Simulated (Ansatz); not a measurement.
# Run report: C₂H₅NOSi, nudged elastic band (part 2 of 2)

Continued. System: C₂H₅NOSi, SMILES O=CN=C[SiH3]. Method: RKS r2SCAN-D4/def2-SVP (Ansatz 0.2.0). It belongs to a series of runs on one base structure; here: band between the two ends.

Geometry of the input (Å):
```
O  -1.4031  0.6495  1.2508
C  -0.8415  1.4892  0.5820
N  -0.4229  1.2868  -0.7358
C  0.1450  0.1838  -1.0576
Si 0.6273  -1.2707  0.1010
H  -0.6666  2.5311  0.9378
H  0.3445  0.0519  -2.1385
H  1.7848  -1.9476  -0.5575
H  -0.5080  -2.2330  0.1683
H  1.0235  -0.7922  1.4527
```

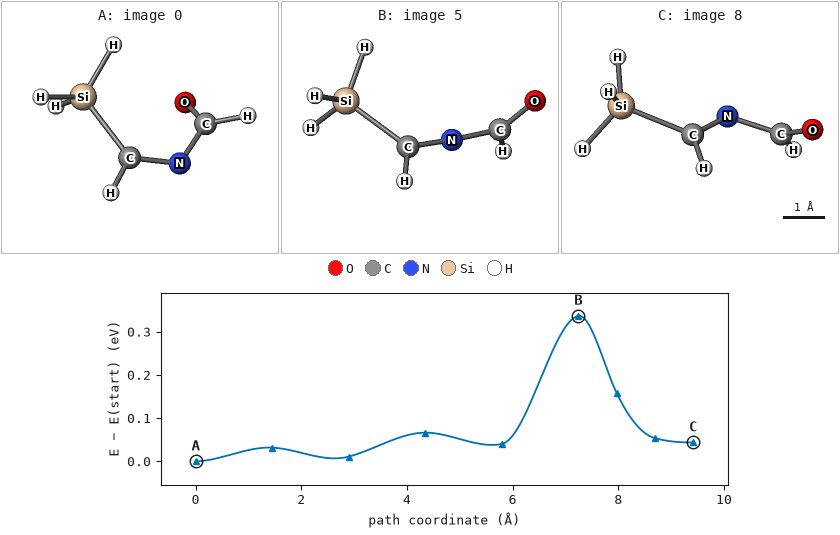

Images of the last band (counted from 0; ball-and-stick, seen at a tilt) above the energy along the path; the line is a cubic interpolation that uses the forces. The highest image is number 5, 0.337 eV above the start and 0.293 eV above the end (the climbing image); the end lies 0.044 eV above the start. The path is 9.41 Å long. The band converged in 33 iterations.

```
Total energy: -13557.84556599 eV, -498.2416347122 hartree
Atom 0 at    -0.160361     2.781853     1.192905 Å, force     0.004847     0.005302     0.009606 eV/Å
Atom 1 at    -0.836578     1.955848     0.605225 Å, force    -0.018482    -0.020202     0.004154 eV/Å
Atom 2 at    -0.354330     0.953269    -0.134735 Å, force     0.034933     0.050796    -0.029817 eV/Å
Atom 3 at     0.192752     0.041072    -0.797168 Å, force    -0.006692    -0.015349     0.024987 eV/Å
Atom 4 at     0.626015    -1.663276    -0.034687 Å, force     0.000108    -0.001633     0.000015 eV/Å
Atom 5 at    -1.956953     1.939990     0.615695 Å, force     0.001714    -0.006709    -0.000515 eV/Å
Atom 6 at     0.415302     0.222255    -1.875352 Å, force    -0.015745    -0.010297    -0.006647 eV/Å
Atom 7 at     1.867258    -2.187047    -0.675173 Å, force     0.002723     0.002529     0.002599 eV/Å
Atom 8 at    -0.503837    -2.594793    -0.328185 Å, force     0.001519    -0.002602    -0.004933 eV/Å
Atom 9 at     0.793734    -1.500471     1.434572 Å, force    -0.004926    -0.001837     0.000550 eV/Å
Dipole moment:    -0.112133    -0.731396    -0.468342 e Å
this run last wrote the band of iteration 33 to [file]
```

### The last band as extended XYZ (Å, eV, eV/Å)
```
10
Properties=species:S:1:pos:R:3:forces:R:3 image=0 energy=-13558.18270
O    -1.4031    0.6495    1.2508   -0.0119  -0.0106   0.0125
C    -0.8415    1.4892    0.5820    0.0113  -0.0090  -0.0132
N    -0.4229    1.2868   -0.7358    0.0104  -0.0042   0.0046
C     0.1450    0.1838   -1.0576   -0.0072   0.0063   0.0027
Si    0.6273   -1.2707    0.1010    0.0008   0.0101  -0.0020
H    -0.6666    2.5311    0.9378   -0.0001   0.0108  -0.0055
H     0.3445    0.0519   -2.1385   -0.0019  -0.0004   0.0038
H     1.7848   -1.9476   -0.5575    0.0022  -0.0006  -0.0016
H    -0.5080   -2.2330    0.1683   -0.0037  -0.0021  -0.0014
H     1.0235   -0.7922    1.4527    0.0000  -0.0003   0.0002
10
Properties=species:S:1:pos:R:3:forces:R:3 image=1 energy=-13558.15072
O    -0.8393    0.5784    1.3709    0.0023   0.0012   0.0005
C    -0.9161    1.4366    0.5174   -0.0011   0.0001   0.0009
N    -0.3124    1.3688   -0.7638    0.0009   0.0002  -0.0002
C     0.3229    0.2738   -1.0104    0.0005  -0.0001   0.0004
Si    0.5518   -1.2599    0.1311   -0.0003   0.0002   0.0000
H    -1.4832    2.3779    0.6829   -0.0029  -0.0017  -0.0015
H     0.7951    0.2328   -2.0093    0.0015   0.0008   0.0005
H     1.3477   -2.2102   -0.7126   -0.0016  -0.0010  -0.0008
H    -0.7454   -1.9151    0.4587   -0.0005   0.0012   0.0008
H     1.3620   -0.9344    1.3381    0.0011  -0.0010  -0.0007
10
Properties=species:S:1:pos:R:3:forces:R:3 image=2 energy=-13558.17162
O    -0.5262    1.2760    1.6289   -0.0165  -0.0254  -0.0047
C    -0.9902    1.4290    0.5207   -0.0078  -0.0189  -0.0083
N    -0.2478    1.3395   -0.6528   -0.0021   0.0071  -0.0052
C     0.4664    0.3166   -0.9318    0.0056  -0.0023   0.0079
Si    0.5568   -1.3231    0.0630    0.0003   0.0081   0.0015
H    -2.0473    1.7390    0.3362    0.0059   0.0200  -0.0015
H     1.1018    0.4090   -1.8334    0.0070   0.0025   0.0013
H     1.0178   -2.3772   -0.8874   -0.0143  -0.0027  -0.0044
H    -0.7944   -1.6610    0.5911    0.0004   0.0102   0.0192
H     1.5461   -1.1992    1.1687    0.0216   0.0013  -0.0057
10
Properties=species:S:1:pos:R:3:forces:R:3 image=3 energy=-13558.11608
O    -0.1869    1.8418    1.6128   -0.0018   0.0026   0.0055
C    -0.8186    1.5616    0.6204    0.0025  -0.0045  -0.0156
N    -0.2630    1.2822   -0.6158   -0.0063   0.0014   0.0005
C     0.3299    0.2198   -0.9931    0.0003  -0.0023   0.0057
Si    0.5265   -1.3932    0.0263    0.0014  -0.0013  -0.0034
H    -1.9376    1.6096    0.5657    0.0027   0.0017   0.0059
H     0.7522    0.2440   -2.0168    0.0017   0.0022  -0.0012
H     1.5438   -2.2476   -0.6485   -0.0007  -0.0006  -0.0002
H    -0.7942   -2.0921    0.0300   -0.0010   0.0010  -0.0004
H     0.9308   -1.0774    1.4221    0.0011  -0.0003   0.0031
10
Properties=species:S:1:pos:R:3:forces:R:3 image=4 energy=-13558.14242
O     0.1444    2.0326    1.4840    0.0126  -0.0322   0.0088
C    -0.6629    1.6784    0.6556    0.0038  -0.0131   0.0003
N    -0.3442    1.2457   -0.6165   -0.0017   0.0142  -0.0266
C     0.1408    0.1351   -1.0039   -0.0039   0.0029  -0.0024
Si    0.4851   -1.4385    0.0267   -0.0019   0.0110   0.0013
H    -1.7713    1.7833    0.7876    0.0066  -0.0089   0.0094
H     0.3804    0.0712   -2.0845   -0.0064  -0.0093  -0.0105
H     1.8974   -1.8488   -0.2227    0.0010   0.0151   0.0163
H    -0.4178   -2.5081   -0.4959    0.0043   0.0039   0.0010
H     0.2312   -1.2022    1.4727   -0.0144   0.0163   0.0024
10
Properties=species:S:1:pos:R:3:forces:R:3 image=5 energy=-13557.84556
O    -0.1604    2.7819    1.1929    0.0048   0.0053   0.0096
C    -0.8366    1.9558    0.6052   -0.0185  -0.0202   0.0042
N    -0.3543    0.9533   -0.1347    0.0349   0.0508  -0.0298
C     0.1928    0.0411   -0.7972   -0.0067  -0.0153   0.0250
Si    0.6260   -1.6633   -0.0347    0.0001  -0.0016   0.0000
H    -1.9570    1.9400    0.6157    0.0017  -0.0067  -0.0005
H     0.4153    0.2223   -1.8754   -0.0157  -0.0103  -0.0066
H     1.8673   -2.1870   -0.6752    0.0027   0.0025   0.0026
H    -0.5038   -2.5948   -0.3282    0.0015  -0.0026  -0.0049
H     0.7937   -1.5005    1.4346   -0.0049  -0.0018   0.0006
10
Properties=species:S:1:pos:R:3:forces:R:3 image=6 energy=-13558.02365
O    -0.1678    2.9728    0.7103   -0.0158   0.0678  -0.1119
C    -0.8590    2.0100    0.4611    0.0153  -0.0325  -0.0454
N    -0.3789    0.7476    0.2521   -0.0061  -0.0504   0.1655
C     0.1101   -0.0018   -0.6446    0.0035   0.0006   0.0543
Si    0.6965   -1.7066   -0.0273    0.0075  -0.0303  -0.0107
H    -1.9777    2.0067    0.5358   -0.0136   0.0421  -0.0543
H     0.1798    0.3180   -1.7105   -0.0193   0.0879   0.0837
H     1.8701   -2.1917   -0.8094    0.0034  -0.0063  -0.0376
H    -0.4297   -2.6758   -0.1738    0.0051  -0.0191  -0.0284
H     1.0395   -1.5304    1.4094    0.0200  -0.0599  -0.0152
10
Properties=species:S:1:pos:R:3:forces:R:3 image=7 energy=-13558.12876
O    -0.2277    2.9885    0.0924   -0.0016  -0.0006  -0.0290
C    -0.9042    2.0205    0.3441    0.0003   0.0025   0.0060
N    -0.4098    0.7320    0.4973   -0.0010   0.0007   0.0088
C     0.0504   -0.0129   -0.4307   -0.0010  -0.0008   0.0190
Si    0.7645   -1.7166    0.0195    0.0014  -0.0021  -0.0020
H    -1.9959    2.0751    0.5899   -0.0011   0.0046  -0.0035
H     0.0112    0.3262   -1.4909   -0.0008   0.0063   0.0132
H     1.8692   -2.0627   -0.9222    0.0007   0.0077  -0.0043
H    -0.3227   -2.7310   -0.1216    0.0017  -0.0025  -0.0100
H     1.2481   -1.6704    1.4253    0.0013  -0.0159   0.0017
10
Properties=species:S:1:pos:R:3:forces:R:3 image=8 energy=-13558.13886
O    -0.3538    2.8834   -0.3829   -0.0016  -0.0044   0.0036
C    -0.8840    2.0366    0.2950   -0.0010  -0.0015   0.0035
N    -0.3353    0.7823    0.5644   -0.0002   0.0147   0.0022
C    -0.0545   -0.0586   -0.3562   -0.0020  -0.0062  -0.0080
Si    0.8099   -1.6994    0.0481    0.0036  -0.0048   0.0017
H    -1.8371    2.2032    0.8572    0.0037  -0.0010  -0.0053
H    -0.3276    0.1700   -1.4122   -0.0010   0.0002   0.0041
H     1.9848   -1.8531   -0.8607   -0.0019   0.0003   0.0016
H    -0.1467   -2.8142   -0.2249    0.0014   0.0025  -0.0010
H     1.2274   -1.7016    1.4754   -0.0011   0.0002  -0.0024
```

### Key numbers

```json
{"quantity": "outcome", "value": "converged"}
{"quantity": "barrier, forward", "value": "0.337 eV"}
{"quantity": "barrier, backward", "value": "0.293 eV"}
{"quantity": "wall time", "value": "11 min (CPU time 22 min)"}
{"quantity": "peak memory", "value": "0.16 GiB"}
```

The order of the saddle point was not checked.
